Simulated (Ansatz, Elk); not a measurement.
**Bonding as seen by X-rays: VInSi**

Structure refinements treat a crystal as free atoms side by side. For a made-up structure of VInSi (cell and positions from a PBEsol relaxation) the runs below show what the calculated density changes in F(hkl).

Method: DFT, PBE, all-electron APW+lo, Dirac cores, scalar-relativistic bands, static density, no spin, in Elk 11.2.3 (patched build).

The structure was built from a prototype and need not be the compound's stable phase.

## 1. The structure

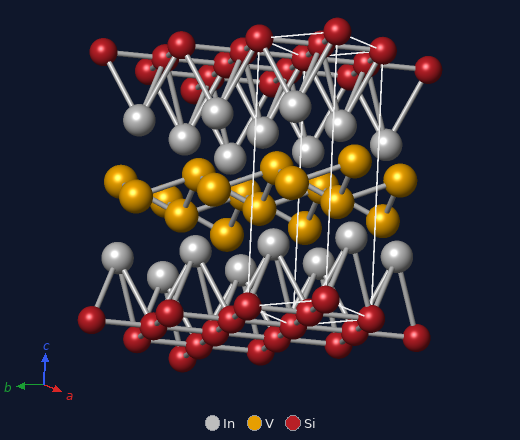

Start, viewed from a free direction; indium light grey, vanadium orange, silicon red. 2×3×1 cells are drawn. Some periodic images of atoms are drawn too.

Coordinates:

```cif
data_structure
_symmetry_space_group_name_H-M 'P4/nmm:1'
_symmetry_Int_Tables_number 129
_cell_length_a 3.2760
_cell_length_b 3.2760
_cell_length_c 9.9787
_cell_angle_alpha 90.000
_cell_angle_beta 90.000
_cell_angle_gamma 90.000
_cell_volume 107.09
loop_
_atom_site_label
_atom_site_type_symbol
_atom_site_symmetry_multiplicity
_atom_site_Wyckoff_symbol
_atom_site_fract_x
_atom_site_fract_y
_atom_site_fract_z
_atom_site_occupancy
In1 In 2 c 0.00000 0.50000 0.73287 1
V1 V 2 c 0.00000 0.50000 0.44831 1
Si1 Si 2 a 0.50000 0.50000 0.00000 1
```

## 2. Ground state and structure factors

An all-electron density is needed, since X-rays see the cores too. Task 0 finds the density and task 195 Fourier-transforms it; tshift is off so that phases refer to the origin typed.

elk.in reads:

```
tasks
  0
  195

xctype
  20

spinpol
  .false.

rgkmax
  7.0

gmaxvr
  14.0

lmaxo
  7

lmaxapw
  8

swidth
  0.002

tshift
  .false.

ramdisk
  .false.

hmaxvr
  5.5

maxscl
  120

epspot
  1e-06

sppath
  './'

avec
  6.19066945770 -0.00000000000 0.00000000000
  -0.00000000000 6.19066945770 0.00000000000
  0.00000000000 0.00000000000 18.85699603373

atoms
  3
  'In.in'
  2
  0.0000000000 0.5000000000 0.7328699724   0.000000 0.000000 0.000000
  0.5000000000 -0.0000000000 0.2671300276   0.000000 0.000000 0.000000
  'V.in'
  2
  -0.0000000000 0.5000000000 0.4483102671   0.000000 0.000000 0.000000
  0.5000000000 0.0000000000 0.5516897329   0.000000 0.000000 0.000000
  'Si.in'
  2
  0.5000000000 0.5000000000 0.0000000000   0.000000 0.000000 0.000000
  0.0000000000 0.0000000000 0.0000000000   0.000000 0.000000 0.000000

ngridk
  7 7 3
```

Started as:

```
$ OMP_NUM_THREADS=4 elk
```

Numbers of over 12 decimals in the logs are rounded to 6 here.

What it wrote:

```text
┌─────────────────────────┐
│ Elk code version 11.2.3 │
└─────────────────────────┘

All units are atomic (Hartree, Bohr, etc.)

┌─────────────────────────────────────────────────┐
│ Ground-state run starting from atomic densities │
└─────────────────────────────────────────────────┘

Lattice vectors :
   6.190669458      -0.000000000       0.000000000
  -0.000000000       6.190669458       0.000000000
   0.000000000       0.000000000       18.85699603

Reciprocal lattice vectors :
   1.014944401       0.000000000      -0.000000000
   0.000000000       1.014944401      -0.000000000
  -0.000000000      -0.000000000      0.3332018152

Unit cell volume      :    722.6828388
Brillouin zone volume :   0.3432352342

Muffin-tin inner radius fraction :   0.1000000000E-01

Nuclei treated as point charges

Species : 1 (In)
 parameters loaded from : In.in
 name : indium
 nuclear charge    :   -49.00000000
 electronic charge :    49.00000000
 atomic mass :    209300.4102
 muffin-tin radius :    2.600000000
 number of radial points in muffin-tin :   1193
 inner part over the whole radius :   0.9943151076E-02
 number on inner part of muffin-tin    :    850
 approximate nuclear radius :   0.8768807633E-04
 number of mesh points to nuclear radius :    427
 atomic positions (lattice), magnetic fields (Cartesian) :
  1 :   0.00000000  0.50000000 -0.26713003    0.00000000  0.00000000  0.00000000
  2 :   0.50000000  0.00000000  0.26713003    0.00000000  0.00000000  0.00000000

Species : 2 (V)
 parameters loaded from : V.in
 name : vanadium
 nuclear charge    :   -23.00000000
 electronic charge :    23.00000000
 atomic mass :    92860.67382
 muffin-tin radius :    2.370957877
 number of radial points in muffin-tin :    993
 inner part over the whole radius :   0.9956024547E-02
 number on inner part of muffin-tin    :    699
 approximate nuclear radius :   0.6897515165E-04
 number of mesh points to nuclear radius :    327
 atomic positions (lattice), magnetic fields (Cartesian) :
  1 :   0.00000000  0.50000000  0.44831027    0.00000000  0.00000000  0.00000000
  2 :   0.50000000  0.00000000 -0.44831027    0.00000000  0.00000000  0.00000000

Species : 3 (Si)
 parameters loaded from : Si.in
 name : silicon
 nuclear charge    :   -14.00000000
 electronic charge :    14.00000000
 atomic mass :    51196.73458
 muffin-tin radius :    2.163732177
 number of radial points in muffin-tin :    793
 inner part over the whole radius :   0.9949624513E-02
 number on inner part of muffin-tin    :    553
 approximate nuclear radius :   0.5963282101E-04
 number of mesh points to nuclear radius :    246
 atomic positions (lattice), magnetic fields (Cartesian) :
  1 :   0.50000000  0.50000000  0.00000000    0.00000000  0.00000000  0.00000000
  2 :   0.00000000  0.00000000  0.00000000    0.00000000  0.00000000  0.00000000

Total number of atoms per unit cell :    6
Total muffin-tin volume :    343.7675217
 ratio of muffin-tin to unit cell volume :   0.4756824200

Spin treatment :
 spin-unpolarised

Number of Bravais lattice symmetries :   16
Number of crystal symmetries         :   16
Crystal has no inversion symmetry
Complex Hermitian eigensolver will be used

k-point grid :      7     7     3
k-point offset :    0.000000000       0.000000000       0.000000000
k-point set is reduced with full crystal symmetry group
Total number of k-points :       20

Muffin-tin radius times maximum |G+k| :    7.000000000
 using average radius
Maximum |G+k| for APW functions       :    2.943365422
Maximum (1/2)|G+k|²                   :    4.331700004
Maximum |G| for potential and density :    14.00000000
Constant for pseudocharge density :    9
 order of it for each species :   16  16  16
 order of it for pair densities of each species (exact exchange by exxq0 0: 17) :   12   9   7
Radial integration step length :    1

G-vector grid sizes :     28    28    90
Number of G-vectors :    33493

Maximum angular momentum used for
 APW functions            :    8
 outer part of muffin-tin :    7
[...]
correlation                 :     -8.469096
 electron entropic           :    -0.20401852898945E-02
 total energy                :     -14245.508751179

Density of states at Fermi energy :    154.0562265
 (states/Hartree/unit cell)

Estimated indirect band gap :   0.1776886006E-02
 from k-point 9 to k-point 7
Estimated direct band gap   :   0.3988083816E-02
 at k-point 9

Charges :
 core                        :    100.0000000
 valence                     :    72.00000000
 interstitial                :    9.113338063
 muffin-tins (core leakage)
  species : 1 (In)
[...]
species : 2 (V)
[...]
species : 3 (Si)
[...]
total in muffin-tins        :    162.8866619
 total calculated charge     :    171.9961227
 total charge                :    172.0000000
 error                       :   0.3877266098E-02

RMS change in Kohn-Sham potential (target) :   0.5146761282     (  0.1000000000E-05)
Absolute change in total energy (target)   :   0.1270871440     (  0.1000000000E-03)

[... loops 3 to 18 left out ...]

┌──────────────────┐
│ Loop number : 19 │
└──────────────────┘

Energies :
 Fermi                       :     0.281802
 sum of occupied eigenvalues :     -8500.1658249242
 electron kinetic            :      14861.974754698
 core electron kinetic       :      14263.346915999
 Coulomb                     :     -28654.334382771
 Coulomb potential           :     -22772.642280842
 nuclear-nuclear             :     -1560.0195584875
 electron-nuclear            :     -31456.615259740
 Hartree                     :      4362.3004354567
 Madelung                    :     -17268.013242350
 xc potential                :     -589.49829878018
 exchange                    :     -444.31652986178
 correlation                 :     -8.469404
 electron entropic           :    -0.18262650701028E-02
 total energy                :     -14245.147388533

Density of states at Fermi energy :    137.8721732
 (states/Hartree/unit cell)

Estimated indirect band gap :   0.1804081182E-02
 from k-point 16 to k-point 15
Estimated direct band gap   :   0.3765146461E-02
 at k-point 3

Charges :
 core                        :    100.0000000
 valence                     :    72.00000000
 interstitial                :    9.512486393
 muffin-tins (core leakage)
  species : 1 (In)
[...]
species : 2 (V)
[...]
species : 3 (Si)
[...]
total in muffin-tins        :    162.4875136
 total calculated charge     :    171.9962867
 total charge                :    172.0000000
 error                       :   0.3713273922E-02

RMS change in Kohn-Sham potential (target) :   0.6889678384E-06 (  0.1000000000E-05)
Absolute change in total energy (target)   :   0.2886533912E-04 (  0.1000000000E-03)

Convergence targets achieved

┌──────────────────┐
│ Loop number : 20 │
└──────────────────┘

Energies :
 Fermi                       :     0.281802
 sum of occupied eigenvalues :     -8500.1658022806
 electron kinetic            :      14861.974769533
 core electron kinetic       :      14263.346926684
 Coulomb                     :     -28654.334376974
 Coulomb potential           :     -22772.642318993
 nuclear-nuclear             :     -1560.0195584875
 electron-nuclear            :     -31456.615208602
 Hartree                     :      4362.3003901153
 Madelung                    :     -17268.013217477
 xc potential                :     -589.49825282081
 exchange                    :     -444.31652906377
 correlation                 :     -8.469404
 electron entropic           :    -0.18262681143884E-02
 total energy                :     -14245.147367077

Density of states at Fermi energy :    137.8724931
 (states/Hartree/unit cell)

Estimated indirect band gap :   0.1804083707E-02
 from k-point 16 to k-point 15
Estimated direct band gap   :   0.3765188292E-02
 at k-point 3

Charges :
 core                        :    100.0000000
 valence                     :    72.00000000
 interstitial                :    9.512486558
 muffin-tins (core leakage)
  species : 1 (In)
[...]
species : 2 (V)
[...]
atom 2                    :    21.56307735     ( -0.2214434165E-06)
  species : 3 (Si)
   atom 1                    :    12.26145920     (  0.1646939986E-02)
   atom 2                    :    12.26145920     (  0.1646939986E-02)
 total in muffin-tins        :    162.4875134
 total calculated charge     :    171.9962867
 total charge                :    172.0000000
 error                       :   0.3713273725E-02

┌──────────────────────────────┐
│ Self-consistent loop stopped │
└──────────────────────────────┘

Warning : core states of species 1 leak from the muffin-tin :   0.1290486155E-03

Warning : core states of species 3 leak from the muffin-tin :   0.1646939986E-02

Wrote STATE.OUT
```

The job ended after 46 s (4 threads of Arm Neoverse V1, shared host; peak memory 0.23 GiB; 2.2 min of CPU time).

SFACRHO.OUT:

```text

h k l indices transformed by vhmat matrix:
   1.000000000       0.000000000       0.000000000    
   0.000000000       1.000000000       0.000000000    
   0.000000000       0.000000000       1.000000000    

      h      k      l  multipl.   |H|            Re(F)            Im(F)           |F|

      0      0      0      1   0.0000000       172.00000      0.80767637E-16   172.00000    
      0      0     -1      2  0.33320182      -25.740157     -0.50505678E-14   25.740157    
      0      0     -2      2  0.66640363      -31.309103     -0.72790296E-13   31.309103    
      0      0      3      2  0.99960545       27.657791     -0.29966579E-13   27.657791    
      1      0      0      4   1.0149444      0.50146195E-14  0.85148949E-14  0.98817936E-14
      0      1      1      4   1.0682395      0.40116956E-13   71.722754       71.722754    
      1      0      1      4   1.0682395     -0.50146195E-13  -71.722754       71.722754    
     -1      0     -2      4   1.2141688      0.75219293E-14   3.7286668       3.7286668    
      0     -1     -2      4   1.2141688     -0.75219293E-14  -3.7286668       3.7286668    
      0      0     -4      2   1.3328073       100.62852      0.12778018E-12   100.62852    
      0     -1      3      4   1.4245431     -0.91516807E-13  -100.52900       100.52900    
      0      1     -3      4   1.4245431     -0.91516807E-13   100.52900       100.52900    
      1      1      0      4   1.4353481      -91.143732      0.11172112E-13   91.143732    
     -1     -1     -1      8   1.4735154       57.288837      0.10319886E-13   57.288837    
     -1      1     -2      8   1.5825037       66.026400      0.65186303E-13   66.026400    
      0      0     -5      2   1.6660091      -18.161700     -0.60235811E-13   18.161700    
     -1      0      4      4   1.6752574     -0.38863301E-13  -60.018623       60.018623    
      0     -1      4      4   1.6752574      0.68951019E-13   60.018623       60.018623
```

Elk indexes on the primitive cell of elk.in and gives |H| = 4π sin θ/λ in inverse bohr. Below, one row stands for each form hkl of the conventional cell (m members, Friedel mates merged), F is for one primitive cell and the density is static (no thermal factor). Free-atom factors are Waasmaier and Kirfel's, and R is Σm||F|−|F'||/Σm|F|.

| hkl | m | sin θ/λ (Å⁻¹) | abs F, DFT | neutral atoms | diff. | abs of complex diff. |
| --- | --- | --- | --- | --- | --- | --- |
| 001 | 2 | 0.050 | 25.740 | 25.536 | +0.204 | 0.204 |
| 002 | 2 | 0.100 | 31.309 | 32.090 | -0.781 | 0.781 |
| 003 | 2 | 0.150 | 27.658 | 27.594 | +0.064 | 0.064 |
| 100 | 4 | 0.153 | 0.000 | 0.000 | +0.000 | 0.000 |
| 101 | 8 | 0.161 | 71.723 | 71.776 | -0.053 | 0.053 |
| 102 | 8 | 0.183 | 3.729 | 3.877 | -0.149 | 0.149 |
| 004 | 2 | 0.200 | 100.629 | 100.457 | +0.172 | 0.172 |
| 103 | 8 | 0.214 | 100.529 | 101.011 | -0.482 | 0.482 |
| 110 | 4 | 0.216 | 91.144 | 91.671 | -0.527 | 0.527 |
| 111 | 8 | 0.222 | 57.289 | 57.785 | -0.496 | 0.496 |
| 112 | 8 | 0.238 | 66.026 | 66.034 | -0.008 | 0.008 |
| 005 | 2 | 0.251 | 18.162 | 18.320 | -0.159 | 0.159 |
| 104 | 8 | 0.252 | 60.019 | 60.284 | -0.266 | 0.266 |
| 113 | 8 | 0.263 | 11.192 | 11.425 | -0.234 | 0.234 |
| 105 | 8 | 0.293 | 30.730 | 30.712 | +0.018 | 0.018 |
| 114 | 8 | 0.295 | 53.282 | 53.442 | -0.160 | 0.160 |
| 006 | 2 | 0.301 | 48.002 | 48.233 | -0.231 | 0.231 |
| 200 | 4 | 0.305 | 111.030 | 111.662 | -0.632 | 0.632 |
| 201 | 8 | 0.309 | 17.110 | 17.057 | +0.054 | 0.054 |
| 202 | 8 | 0.321 | 27.430 | 26.992 | +0.437 | 0.437 |
| 115 | 8 | 0.331 | 47.553 | 47.694 | -0.141 | 0.141 |
| 106 | 8 | 0.337 | 14.551 | 14.493 | +0.057 | 0.057 |

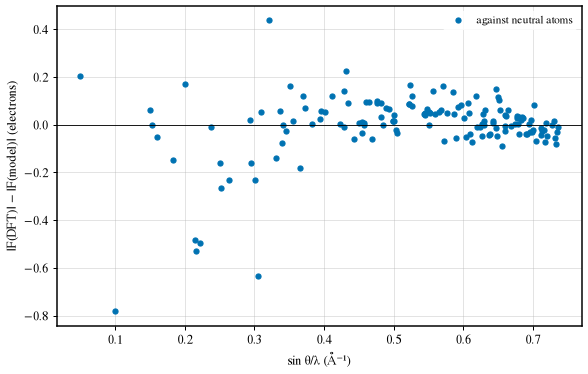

Difference between the calculated structure factors and the independent-atom ones.

## 3. The highest occupied states alone

An energy window below the Fermi level keeps the highest occupied states, to see at which angles they scatter; shallow core shells can lie inside it and anion s states outside. No new self-consistency is needed.

elk.in, as its differences from that of step 2:

```diff
@@ -1,3 +1,2 @@
 tasks
-  0
   195
@@ -40,2 +39,5 @@
 
+wsfac
+  -0.085690 0.581800
+
 sppath
```

Started as:

```
$ OMP_NUM_THREADS=4 elk
```

What it wrote:

```text
┌─────────────────────────────────┐
│ Elk code version 11.2.3 started │
└─────────────────────────────────┘

Info(readinput): the functional depends on the density's gradient
 muffin-tin radial points multiplied by    2.00000
 (not where nrmtscf is given)

┌────────────────────┐
│ Current task : 195 │
└────────────────────┘
Info(checkmt): changed muffin-tin radius of species 2 (V) from   2.4000 to   2.3710
Info(checkmt): changed muffin-tin radius of species 3 (Si) from   2.2000 to   2.1637

Info(sfacrho): density structure factors written to SFACRHO.OUT

 Energy window :  -0.8569000000E-01  0.5818000000

┌──────────────────┐
│ Elk code stopped │
└──────────────────┘
```

Elapsed: 15 s, on 4 threads; peak memory 0.17 GiB; 17 s of CPU time.

States within 10 eV below the Fermi level hold 22.49 electrons; any levels below the window count with the cores, and a count that is not whole means the window cuts a band. Their amplitudes can exceed the total, where window and core parts have opposite phase:

| hkl | sin θ/λ (Å⁻¹) | abs F, window | abs F, all |
| --- | --- | --- | --- |
| 001 | 0.050 | 3.410 | 25.740 |
| 002 | 0.100 | 6.744 | 31.309 |
| 003 | 0.150 | 0.176 | 27.658 |
| 100 | 0.153 | 0.000 | 0.000 |
| 101 | 0.161 | 0.398 | 71.723 |
| 102 | 0.183 | 1.847 | 3.729 |
| 004 | 0.200 | 2.033 | 100.629 |
| 103 | 0.214 | 2.157 | 100.529 |
| 110 | 0.216 | 1.906 | 91.144 |
| 111 | 0.222 | 2.699 | 57.289 |

## 4. Another functional

The difference from free atoms is small, so it is set against the change that LDA (Perdew-Wang) makes.

elk.in, as its differences from that of step 3:

```diff
@@ -1,2 +1,3 @@
 tasks
+  0
   195
@@ -4,3 +5,3 @@
 xctype
-  20
+  3
 
@@ -39,5 +40,2 @@
 
-wsfac
-  -0.085690 0.581800
-
 sppath
```

Started as:

```
$ OMP_NUM_THREADS=4 elk
```

What it wrote:

```text
┌─────────────────────────┐
│ Elk code version 11.2.3 │
└─────────────────────────┘

All units are atomic (Hartree, Bohr, etc.)

┌─────────────────────────────────────────────────┐
│ Ground-state run starting from atomic densities │
└─────────────────────────────────────────────────┘

Lattice vectors :
   6.190669458      -0.000000000       0.000000000
  -0.000000000       6.190669458       0.000000000
   0.000000000       0.000000000       18.85699603

Reciprocal lattice vectors :
   1.014944401       0.000000000      -0.000000000
[...]
species : 3 (Si)
   atom 1                    :    12.27140779     (  0.1678818318E-02)
   atom 2                    :    12.27140779     (  0.1678818318E-02)
 total in muffin-tins        :    162.5946580
 total calculated charge     :    171.9962047
 total charge                :    172.0000000
 error                       :   0.3795272384E-02

┌──────────────────────────────┐
│ Self-consistent loop stopped │
└──────────────────────────────┘

Warning : core states of species 1 leak from the muffin-tin :   0.1272195188E-03

Warning : core states of species 3 leak from the muffin-tin :   0.1678818318E-02

Wrote STATE.OUT
[key lines of the parts left out:]
total energy                :     -14229.013671219
```

The job ended after 29 s (4 threads; peak memory 0.17 GiB).

Against the first run R = 0.06 %; the largest change is -0.068 at 200.

## 5. A coarser k-mesh

About half the k-points along each axis test the sampling.

elk.in, as its differences from that of step 4:

```diff
@@ -5,3 +5,3 @@
 xctype
-  3
+  20
 
@@ -64,2 +64,2 @@
 ngridk
-  7 7 3
+  4 4 2
```

Started as:

```
$ OMP_NUM_THREADS=4 elk
```

What it wrote:

```text
┌─────────────────────────┐
│ Elk code version 11.2.3 │
└─────────────────────────┘

All units are atomic (Hartree, Bohr, etc.)

┌─────────────────────────────────────────────────┐
│ Ground-state run starting from atomic densities │
└─────────────────────────────────────────────────┘

Lattice vectors :
   6.190669458      -0.000000000       0.000000000
  -0.000000000       6.190669458       0.000000000
   0.000000000       0.000000000       18.85699603

Reciprocal lattice vectors :
   1.014944401       0.000000000      -0.000000000
[...]
species : 3 (Si)
   atom 1                    :    12.26411223     (  0.1647702975E-02)
   atom 2                    :    12.26411223     (  0.1647702975E-02)
 total in muffin-tins        :    162.5047335
 total calculated charge     :    171.9963018
 total charge                :    172.0000000
 error                       :   0.3698168009E-02

┌──────────────────────────────┐
│ Self-consistent loop stopped │
└──────────────────────────────┘

Warning : core states of species 1 leak from the muffin-tin :   0.1291213973E-03

Warning : core states of species 3 leak from the muffin-tin :   0.1647702975E-02

Wrote STATE.OUT
[key lines of the parts left out:]
total energy                :     -14245.146113859
```

It took 38 s on 4 threads; peak memory 0.21 GiB.

Against the first run R = 0.02 %; the largest change is +0.048 at 003.

## 6. Settings against the effect

| run | R against the first run (%) | R against neutral atoms, low angle (%) | wall time |
| --- | --- | --- | --- |
| PBE, rgkmax 7 | 0.00 | 0.45 | 46 s |
| LDA (Perdew-Wang) | 0.06 | 0.46 | 29 s |
| k-mesh 4×4×2 | 0.02 | 0.45 | 38 s |

## 7. Outcome

| Quantity | Value |
| --- | --- |
| R against neutral atoms, sin θ/λ < 0.3 Å⁻¹ | 0.45 % |
| R against neutral atoms, 0.3 to 0.74 Å⁻¹ | 0.17 % |

What this shows: Independent neutral atoms miss the calculated amplitudes by R = 0.45 % below 0.3 Å⁻¹ and 0.17 % from there to 0.74 Å⁻¹; by shells, 1.73 % below 0.15 Å⁻¹ (2 forms), 0.41 % 0.15 to 0.3 (13 forms), 0.22 % 0.3 to 0.45 (24 forms), 0.16 % above 0.45 (105 forms). Bonding, aspherical density and the tables' own atoms all enter these figures, and the runs don't part them. The largest change of an amplitude is -0.78 electrons, at 002. The window's part falls from 22.5 electrons at the origin to at most 0.53 between 0.45 and 0.74 Å⁻¹. Below 0.3 Å⁻¹ the changes that finished (LDA (Perdew-Wang) and k-mesh 4×4×2) move F by R = 0.04 % at most, against the 0.45 % that separates it from free atoms. The basis has no finished test. These runs have no spin, though d or f shells may be open. Part of the difference isn't bonding: the tables are fits to free atoms and ions calculated by other methods than this functional. Thermal motion, anomalous dispersion and extinction are left out.

[Logs are printed without paths, hosts, clocks, repeated set-up lines and the standing remarks that a program may print on its own settings, such as how far it seeks lower states.]

[Hosts, paths, dates, database ids (printed as entryN), source tags and the programs' standing remarks are cut or masked in the printed files.]
